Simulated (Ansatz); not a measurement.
# InPH4O (SMILES O[PH][InH2]): r2SCAN0/def2-SVPD (core potential)

What is the energy change on altering one bond length of InPH4O at r2SCAN0/def2-SVPD (core potential)? 

Program for the calculation: Ansatz 0.2.0.

53 further runs of the same task are left out: 53 set aside as unsound or not needed. Runs told in other sessions of the task aren't counted.

### Step 1. Starting point

InPH4O: 7 atoms, total charge 0, spin state singlet. As SMILES, `O[PH][InH2]`. Geometry: relaxed at PBE0-D4/def2-TZVP. This is one conformer, not always the lowest.

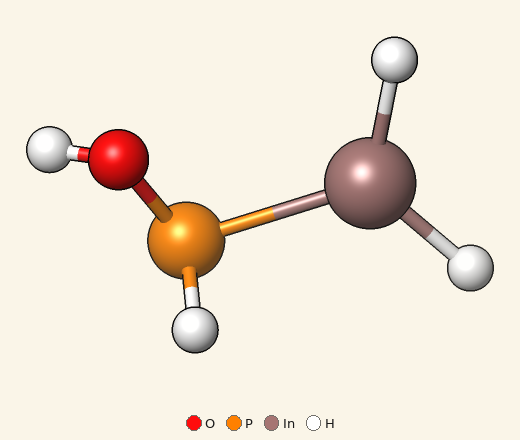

Viewed from a chosen angle; oxygen red, phosphorus orange, indium brown, hydrogen white.

### Step 2. The energy at r2SCAN0/def2-SVPD (core potential)

molecule.yaml reads:

```yaml
crystal:
  periodic: [false, false, false]
  atoms:
    - {symbol: O, position_ang: [-1.844500, 0.146900, 0.079200]}
    - {symbol: P, position_ang: [-0.622800, -0.370000, -0.935500]}
    - {symbol: In, position_ang: [1.396900, 0.365900, 0.345900]}
    - {symbol: H, position_ang: [-2.634300, 0.311800, -0.441900]}
    - {symbol: H, position_ang: [-0.483700, -1.722100, -0.492200]}
    - {symbol: H, position_ang: [1.278200, 1.623200, 1.518000]}
    - {symbol: H, position_ang: [2.910100, -0.355700, -0.073500]}
basis:
  gaussian:
    orbitals: def2-SVPD
hamiltonian:
  xc: {name: r2SCAN0}
output: {orbitals: {seedname: orbitals}}
accuracy: high
```

Launch:

```sh
ansatz run molecule.yaml --threads 1 --pin off --max-ram 3480MiB --events-out events.jsonl --progress --plain --runs-dir runs
```

The program printed:

```text
Warning: RAYON_NUM_THREADS=1 ignored (pool sized by the plan → 1); use --threads N
Functional definition: r2SCAN0
  name "r2SCAN0"
  parameter a = 0.25
  parameter k0 = 0.174
  parameter k1 = 0.065
  parameter a1 = 4.9479
  exchange = (1 - a)*r2scan_x(k0 = k0, k1 = k1, a1 = a1) + a*exact_x
  correlation = r2scan_c
2372 factors; integrals over basis functions are off by at most 3.2e-9 eV
mean field evaluation 1: about -16565.1210 eV, gradient 4.4e1 eV
mean field evaluation 2: about -16558.5525 eV, gradient 7.3e1 eV
mean field evaluation 4: about -16568.5905 eV, gradient 1.7e0 eV
mean field evaluation 8: about -16568.6932 eV, gradient 1.8e-1 eV
mean field evaluation 16: about -16568.6932 eV, gradient 2.4e-5 eV
mean field -16568.69324255 eV, -608.8882460000 hartree, gradient 2.0e-8 eV, S^2 0.000000; 0 other end points of the search recorded, 0 dependent functions left out
reference -16568.69324352 eV, -608.8882460358 hartree; 24, 24 occupied and 87, 87 virtual orbitals, 2372 factors
Total energy: -16568.69324352 eV, -608.8882460358 hartree
```

Run time: 27 s. Hardware: 1 thread of Arm Neoverse V1, shared host; peak memory 0.49 GiB.

### Step 3. The distorted shape

job.yaml reads:

```yaml
crystal:
  periodic: [false, false, false]
  atoms:
    - symbol: O
      position_ang: [-1.725990, 0.122157, 0.157391]
    - symbol: P
      position_ang: [-0.504290, -0.394743, -0.857309]
    - symbol: In
      position_ang: [1.515410, 0.341157, 0.424091]
    - symbol: H
      position_ang: [-2.634300, 0.311800, -0.441900]
    - symbol: H
      position_ang: [-0.365190, -1.746843, -0.414009]
    - symbol: H
      position_ang: [1.396710, 1.598457, 1.596191]
    - symbol: H
      position_ang: [3.028610, -0.380443, 0.004691]
basis:
  gaussian:
    orbitals: def2-SVPD
hamiltonian:
  xc: {name: r2SCAN0}
accuracy: high
output: {orbitals: {seedname: orbitals}}
```

Launch:

```sh
ansatz run job.yaml --threads 1 --pin off --max-ram 3480MiB --events-out events.jsonl --progress --plain --runs-dir runs
```

The program printed (excerpt; [...] marks lines left out):

```text
Warning: RAYON_NUM_THREADS=1 ignored (pool sized by the plan → 1); use --threads N
[... 8 set-up lines as earlier in the session ...]
2379 factors; integrals over basis functions are off by at most 3.2e-9 eV
mean field evaluation 1: about -16564.7524 eV, gradient 4.3e1 eV
mean field evaluation 2: about -16557.1329 eV, gradient 7.5e1 eV
mean field evaluation 4: about -16568.1705 eV, gradient 1.8e0 eV
mean field evaluation 8: about -16568.2674 eV, gradient 1.9e-1 eV
mean field evaluation 16: about -16568.2675 eV, gradient 2.7e-5 eV
mean field -16568.26748764 eV, -608.8725997958 hartree, gradient 2.1e-8 eV, S^2 0.000000; 0 other end points of the search recorded, 0 dependent functions left out
reference -16568.26748861 eV, -608.8725998314 hartree; 24, 24 occupied and 87, 87 virtual orbitals, 2379 factors
Total energy: -16568.26748861 eV, -608.8725998314 hartree
```

It took 26 s on 1 thread of Arm Neoverse V1, shared host; peak memory 0.49 GiB.

### Step 4. What came out

At r2SCAN0/def2-SVPD (core potential):

```
                                                         quantity          value
                                        first shape: total energy  -608.88825 Eh
                                         first shape: HOMO energy       -6.71 eV
                                         first shape: LUMO energy       -1.66 eV
                                       first shape: HOMO–LUMO gap        5.05 eV
                                    distorted shape: total energy  -608.87260 Eh
                                     distorted shape: HOMO energy       -6.64 eV
                                     distorted shape: LUMO energy       -1.64 eV
                                   distorted shape: HOMO–LUMO gap        4.99 eV
energy change with the O1–H4 bond stretched from 0.960 to 1.105 Å       0.426 eV
```

In words: With the O1–H4 bond stretched from 0.960 to 1.105 Å the energy rises by 0.43 eV (9.8 kcal/mol). The first shape isn't relaxed at this level, so the change isn't measured from a minimum.
